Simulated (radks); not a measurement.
# Nuclear size and the levels of Zr⁺

Aim: how the total energy, the levels and the density at the nucleus of Zr⁺ respond when the nuclear radius is scaled.

The numbers are computed with radks (a radial shooting solver on a logarithmic mesh, Libxc functionals) version 1 (Dirac Kohn-Sham, BLYP, spin-unpolarised, spherical densities, finite nucleus; open shells fill j = l - 1/2 first), except any that are marked as measured or tabulated.

### 1 The system

- element: zirconium (Z = 40)
- charge: +1
- electrons: 39
- configuration: [Kr] 4d2 5s1
- nuclear rms radius: 4.2694 fm

### 2 rms radius 4.2694 fm

The run's settings:

```text
Z 40
configuration [Kr] 4d2 5s1 5p0 6s0
relativity Dirac
functional b88,lyp
spin unpolarised
j_filling energy
nucleus finite rms 4.2694 fm
c 137.035999084
```

### 3 rms radius 3.4539 fm

Changes since step 2:

```diff
@@ -6,3 +6,3 @@
 j_filling energy
-nucleus finite rms 4.2694 fm
+nucleus finite rms 3.4539 fm
 c 137.035999084
```

### 4 rms radius 3.8723 fm

Changes since step 3:

```diff
@@ -6,3 +6,3 @@
 j_filling energy
-nucleus finite rms 3.4539 fm
+nucleus finite rms 3.8723 fm
 c 137.035999084
```

### 5 rms radius 4.6921 fm

Changes since step 4:

```diff
@@ -6,3 +6,3 @@
 j_filling energy
-nucleus finite rms 3.8723 fm
+nucleus finite rms 4.6921 fm
 c 137.035999084
```

### 6 rms radius 5.3239 fm

Changes since step 5:

```diff
@@ -6,3 +6,3 @@
 j_filling energy
-nucleus finite rms 4.6921 fm
+nucleus finite rms 5.3239 fm
 c 137.035999084
```

Before running it: what results should come out? Wanted: for each run, rms radius; total energy shift; density at nucleus; 1s1/2 shift; 2s1/2 shift; 4s1/2 shift; 4p1/2 shift; 5s1/2 shift.

The runs gave:

```
rms radius (fm)  total energy shift (eV)  density at nucleus (e/bohr³)  1s1/2 shift (meV)  2s1/2 shift (meV)  4s1/2 shift (meV)  4p1/2 shift (meV)  5s1/2 shift (meV)
         3.4539                   -0.379                     7.635e+04               -160              -16.9             -0.425             0.0547            -0.0439
         3.8723                   -0.194                     7.549e+04              -82.0              -8.62             -0.217             0.0279            -0.0225
         4.2694                        0                     7.477e+04                  0                  0                  0                  0                  0
         4.6921                    0.225                     7.408e+04               95.2               10.0              0.252            -0.0325             0.0260
         5.3239                    0.597                     7.316e+04                252               26.5              0.669            -0.0862             0.0690
```

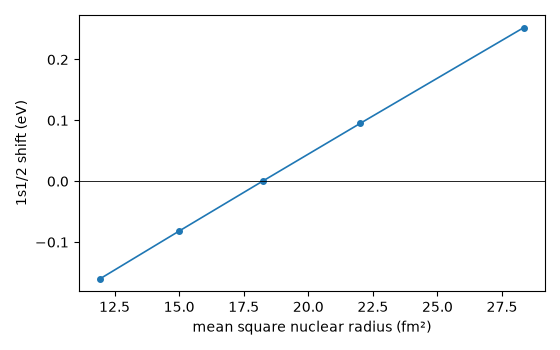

Shift of the 1s1/2 level against the mean square radius.

What this shows: Shifts are against the first run. Over the range the 1s1/2 level moves by 0.413 eV and the 5s1/2 level by 0.113 meV. A larger nucleus binds the 1s electrons less and lowers the density at its centre. These are shifts of eigenvalues, not the field shifts of spectral lines.
